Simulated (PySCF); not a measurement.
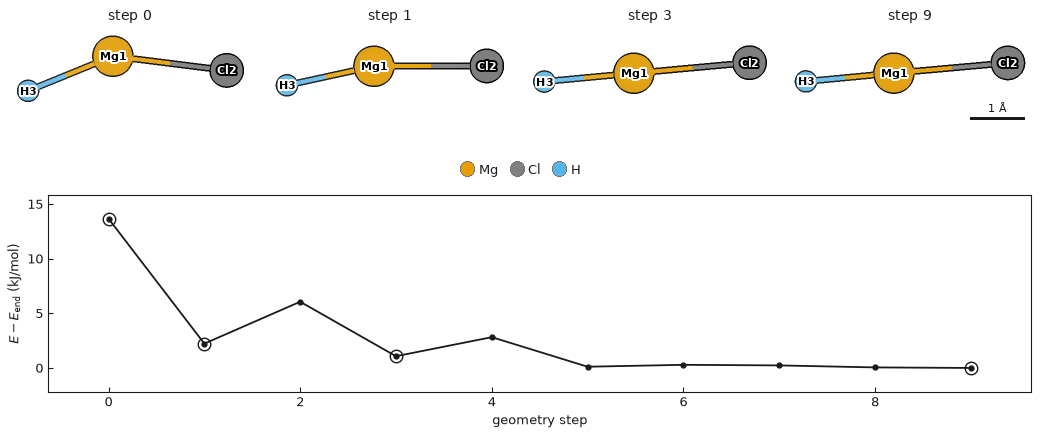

Frames of a relaxation of MgHCl, marked on the history of the run. Style: ball-and-stick. Shown at a tilt.

It is one of the separated products of a reaction.

Computed with RKS PBE0-D4/def2-TZVP, density fitting in PySCF. 

What happens along the run?

Answer. The energy falls by 13.7 kJ/mol in 9 geometry steps. The atom that moves furthest after the best rigid fit is Mg1 (0.33 Å). By element the largest moves are Mg 0.33 Å, H 0.19 Å, Cl 0.15 Å. Near-neighbour distances that change, for instance: Mg1–Cl2 2.235 → 2.187 Å, Mg1–H3 1.710 → 1.686 Å. Among the angles between lasting bonds that change: Cl2–Mg1–H3 149.5° → 179.7°. From step 0 to 1: Mg1 moves most (0.20 Å), energy −11.4 kJ/mol. From step 1 to 3: Mg1 moves most (0.14 Å), energy −1.15 kJ/mol. From step 3 to 9: Cl and H atoms move most (0.03 Å), energy −1.07 kJ/mol.

| step | E − E(0), kJ/mol |
| --- | --- |
| 0 | 0.00 |
| 1 | -11.44 |
| 2 | -7.60 |
| 3 | -12.59 |
| 4 | -10.85 |
| 5 | -13.55 |
| 6 | -13.38 |
| 7 | -13.43 |
| 8 | -13.62 |
| 9 | -13.66 |
